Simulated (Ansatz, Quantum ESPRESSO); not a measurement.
# germanene, 1 layer: the energy at a withheld member of a series

**Set-up.** Quantum ESPRESSO 7.5, PBE, GBRV ultrasoft. Cell and atoms are first relaxed; each strained cell is then held and the atoms relax in it. A periodic run with 15 Å of vacuum in the starting cell gives the vacuum levels, and bands follow along a path. The series steps biaxial strain. Energies count from the lowest.

| biaxial strain | energy (eV) |
| --- | --- |
| -4 % | 0.1014 |
| -3 % | 0.0562 |
| -2 % | 0.0247 |
| -1 % | 0.0063 |
| 0 % | 0.0000 |
| 1 % | 0.0050 |
| 2 % | 0.0203 |
| 3 % | 0.0431 |

To predict: What is the energy at 4 %?

**Fit.** The rows at 2 % and 3 % give a slope of (0.0431 − (0.0203))/(3 − (2)) = 0.0228, so a straight line gives 0.0659 eV. A parabola through these and the row at 1 % gives 0.0734 eV.

**The withheld run.** 0.0743 eV. The line misses by −0.0084 and the parabola by −0.0009 eV. The parabola does better.

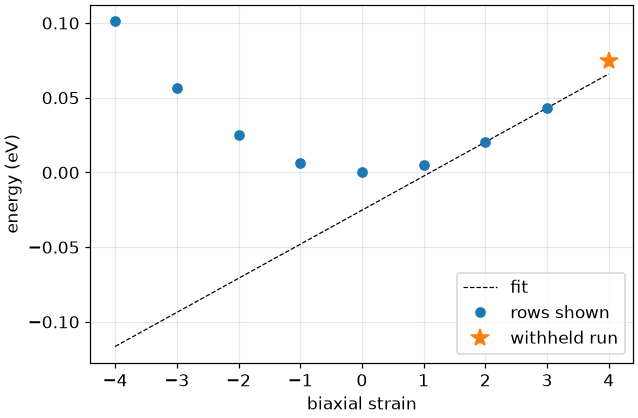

The rows shown, the fit and the withheld run.

**Limits.** Semilocal gaps are too small; the 1×1 cell can't ripple over many cells under compression as a free sheet would. No spin-orbit coupling.
